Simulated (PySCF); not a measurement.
C$_{7}$H$_{14}$O$_{3}$S$_{2}$ (SMILES CCSCC(=O)CCS(C)(=O)=O)

```yaml
atoms:
  - { symbol: C, position_ang: [-2.9233, -1.6053, 0.7230] }
  - { symbol: C, position_ang: [-2.5623, -0.3104, 0.0224] }
  - { symbol: S, position_ang: [-2.2976, 1.0722, 1.1836] }
  - { symbol: C, position_ang: [-0.7856, 0.5415, 2.0547] }
  - { symbol: C, position_ang: [0.4340, 0.4604, 1.1748] }
  - { symbol: O, position_ang: [1.1560, -0.5066, 1.1864] }
  - { symbol: C, position_ang: [0.7168, 1.6791, 0.3296] }
  - { symbol: C, position_ang: [1.9131, 1.4541, -0.5681] }
  - { symbol: S, position_ang: [1.5178, 0.1439, -1.7950] }
  - { symbol: C, position_ang: [2.5612, -1.2769, -1.3873] }
  - { symbol: O, position_ang: [0.1341, -0.2297, -1.6470] }
  - { symbol: O, position_ang: [1.9202, 0.6333, -3.0859] }
  - { symbol: H, position_ang: [-3.1979, -2.3514, -0.0194] }
  - { symbol: H, position_ang: [-2.0799, -1.9924, 1.2905] }
  - { symbol: H, position_ang: [-3.7647, -1.4570, 1.3978] }
  - { symbol: H, position_ang: [-3.3868, 0.0360, -0.6004] }
  - { symbol: H, position_ang: [-1.6680, -0.4120, -0.5918] }
  - { symbol: H, position_ang: [-0.9637, -0.4157, 2.5446] }
  - { symbol: H, position_ang: [-0.6312, 1.3090, 2.8149] }
  - { symbol: H, position_ang: [0.8715, 2.5358, 0.9913] }
  - { symbol: H, position_ang: [-0.1687, 1.8868, -0.2748] }
  - { symbol: H, position_ang: [2.7777, 1.1073, -0.0092] }
  - { symbol: H, position_ang: [2.1647, 2.3347, -1.1509] }
  - { symbol: H, position_ang: [2.3060, -2.0693, -2.0799] }
  - { symbol: H, position_ang: [2.3433, -1.5681, -0.3686] }
  - { symbol: H, position_ang: [3.5925, -0.9770, -1.5166] }
```

Geometry: GFN2-xTB.

These are results of mPW1PW91/6-31G*, SCF density, gas phase, non-relativistic in PySCF, not measurements.

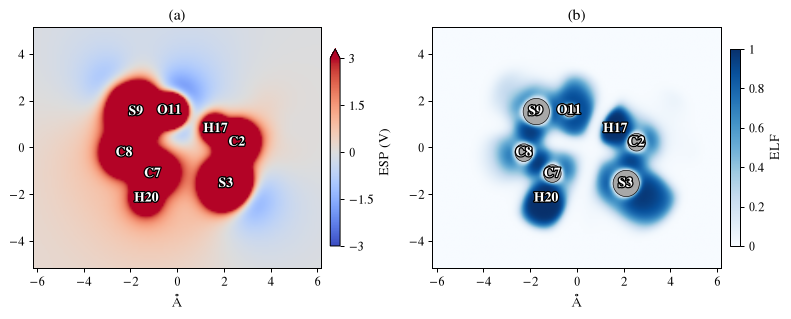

Figure 1. (a) molecular electrostatic potential; (b) ELF on the plane of atoms C7, C8 and S9. Grey discs cover the atomic cores in the ELF map.

Describe what can be read from this map.

Atoms in the plane: C, S, O and H. S–O (1.44 Å): the ELF peaks at about 0.80 between the atoms; a polar covalent bond. C–C (1.51 Å): the ELF peaks at about 0.95 between the atoms: localised, covalent bonding. C–S (1.82 Å): the ELF peaks at about 0.90 between the atoms: localised, covalent bonding. C–H (1.09 Å): the ELF climbs to about 1 towards the hydrogen, as it does in any bond to H: an ordinary covalent bond to hydrogen. The ELF also peaks beside S3 and O11, away from the bonds: lone-pair regions. Outside the dense part of the molecule the potential is most negative (−1.7 V) near O11.

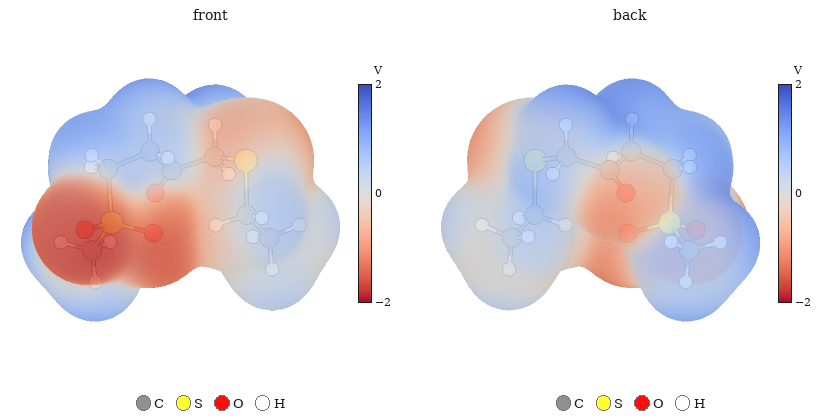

Figure 2. The molecular electrostatic potential painted on the density surface at 0.001 e/bohr³, seen from the front and from behind; red is negative and blue positive.

Where is the surface potential most negative and most positive?

The most negative region (about −1.7 V) lies over O12, the most positive (about +1.3 V) over C5, H19 and H20. O12 is the likeliest acceptor of a hydrogen bond.

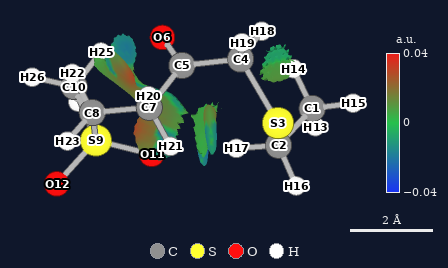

Figure 3. Non-covalent interaction (NCI) plot: the surface where the reduced density gradient is 0.6, for densities under 0.05 a.u., coloured by sign(λ₂)ρ; seen from one side.

Identify the weak interactions.

- H17···O11 (2.1 Å): an attractive contact (blue)
- Between H14 and C1 on one side and H18 and C4 on the other: a weak contact, attractive (blue-green) on one side and crowded (olive to red) on the other
- Between H21 and C7 on one side and S3 on the other: a weak contact, attractive (blue-green) on one side and crowded (olive to red) on the other
- Between H25 and C10 on one side and O6 on the other: a weak contact, attractive (blue-green) on one side and crowded (olive to red) on the other
- Between H17 and C2 on one side and C5 and C7 on the other: a weak contact (green)
